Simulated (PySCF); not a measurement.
SMILES C(C(C)=O)[CH2] (C4H7O), doublet at its PBE0/def2-SVP optimised geometry (Å):

```
12

C     -0.6393     1.5575     1.3212
C     -0.7634     0.8903     0.0000
C     -0.0810    -0.4869     0.0000
C      1.4273    -0.4869     0.0000
O     -0.7273    -1.5035     0.0100
H     -1.2544     1.2228     2.1599
H      0.1422     2.2943     1.5202
H     -1.8179     0.7018    -0.2554
H     -0.3095     1.5081    -0.7930
H      1.8009    -1.5081     0.1454
H      1.7958    -0.0984    -0.9637
H      1.8179     0.1772     0.7861
```

Level of theory: unrestricted PBE0/def2-TZVP run with PySCF.

Map of the spin density (e/bohr³) on the plane z = 0.8 Å:

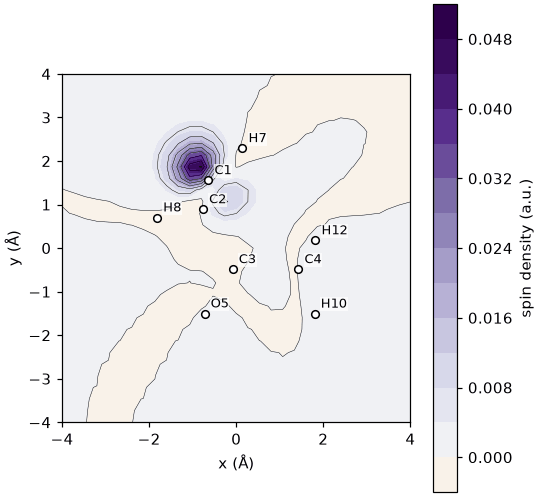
Spin density (e/bohr³) on the plane z = 0.8 Å.
